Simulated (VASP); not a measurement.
Energy against volume of TiCo (CsCl type). All values below come from optB88-vdW, VASP's PBE PAW potentials (set 64) (plane waves; VASP 6.6.1).

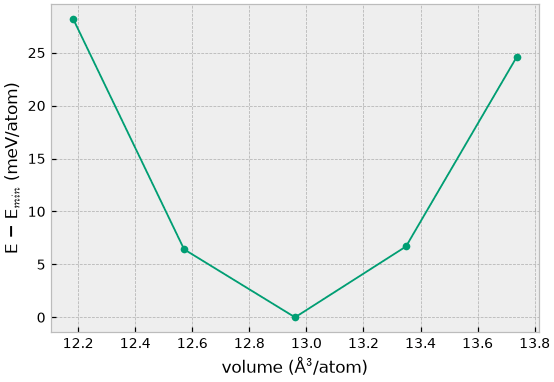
Energy against volume

Q: Estimate the equilibrium volume and the bulk modulus.

A: The minimum lies near 12.9 Å³/atom, and the curvature gives B0 of about 180 GPa.

Measured: bulk modulus 154 GPa (computed value off by +17.3 %), a 2.995 Å (computed value off by -1.2 %), as given by Yamada et al., (2019), arXiv:1910.09660. The calculation is for a static lattice, while the measured bulk modulus, a hold thermal and zero-point effects, which are part of the difference.

The compound is TiCo in the CsCl type structure. It was relaxed first. The run is not spin-polarised, so no magnetic state was tried.
